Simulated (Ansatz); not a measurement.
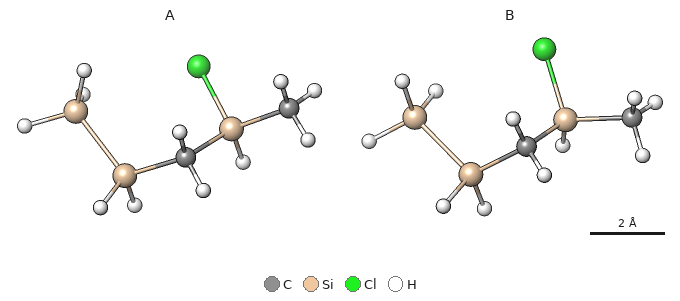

Two geometries of C2H11ClSi3, drawn at one scale. One is the start of a relaxation, the other its converged end. The picture is a ball-and-stick view, seen at a tilt.

Method: RKS PBE-D4/STO-3G (Ansatz). (no spin polarisation; force threshold 0.015 eV/Å; at most 40 steps)

### Which of the two is the end point?

Structure A is the relaxed one. The run prepares an end point of a later path (torsion) calculation, from a guessed geometry. The largest moves after the best rigid fit, 0.83 Å, are those of Cl and H atoms. Largest moves by element: H 0.83 Å, Cl 0.83 Å, C 0.34 Å, Si 0.31 Å. Among the contacts that change: C–Si 1.775 → 1.877 Å, Cl–Si 2.037 → 2.122 Å, H–Si 1.533 → 1.458 Å, Si–Si 2.327 → 2.259 Å. Among the angles between lasting bonds that change: Si–C–H 112.8° → 106.9°, H–C–H 113.2° → 108.1°, Si–C–H 105.2° → 110.1°. Groups turn about C–Si by about 30°, Si–Si by about 25°. Over 25 accepted moves (28 points after the start) the energy falls by 58.8 kJ/mol. The largest force component goes from 3.5 to 0.0023 eV/Å. The line search rejected the trial steps at points 16, 25, 27 of the run.

Limits of the set-up: STO-3G is a minimal basis, so the numbers are rough.
